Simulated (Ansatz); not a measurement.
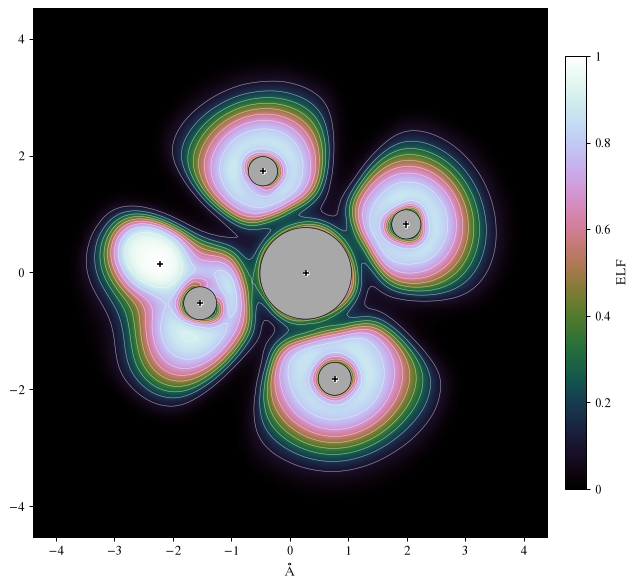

The ELF on a plane through atoms (crosses mark nuclei in the plane; grey discs cover the cores).

These are results of RKS PBE0-D4/def2-TZVPP in Ansatz, not measurements.

Candidates:
A. C$_{3}$H$_{4}$AlClO$_{3}$ (SMILES [OH][Al-]1([Cl])[O]C=CC=[O+]1)
B. F$_{2}$H$_{4}$O$_{4}$W (SMILES [OH][W]([OH])([OH])([OH])([F])[F])
C. C$_{2}$H$_{8}$OSi$_{2}$ (SMILES O=CC([SiH3])[SiH3])

> Which candidate gave the map?

Candidate B: F$_{2}$H$_{4}$O$_{4}$W on the plane of atoms W2, O3 and H9, which holds W, O, F and H. W–O (1.88 Å): the ELF peaks at about 0.85 in the valence shell of O, 0.5 Å from its nucleus, and drops to about 0.30 between the two atoms. W–F (1.89 Å): the ELF peaks at about 0.85 in the valence shell of F, 0.5 Å from its nucleus, and drops to about 0.20 between the two atoms.
